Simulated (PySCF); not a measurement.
SMILES [InH3] at its B3LYP/def2-SVP optimised geometry (Å):

```
4

In    -0.4349     0.0000     0.0000
H     -1.3048     1.5066     0.0000
H     -1.3048    -1.5066     0.0000
H      1.3048     0.0000     0.0000
```

Method: B3LYP/def2-TZVP, def2 effective core potentials past Kr (PySCF 2.14.0). The core electrons that the potentials of In replace are not part of the density. Cells within 0.4 Å of a nucleus heavier than hydrogen are left out (blank, or x).

Map of the deformation density (molecule minus spherical neutral atoms) (e/bohr³) on the plane z = 0.0 Å:

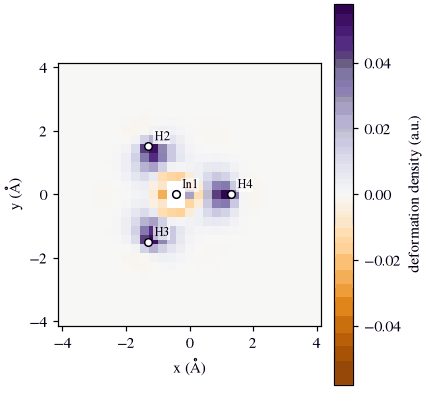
Figure: Deformation density (molecule minus spherical neutral atoms) (e/bohr³) on the plane z = 0.0 Å.
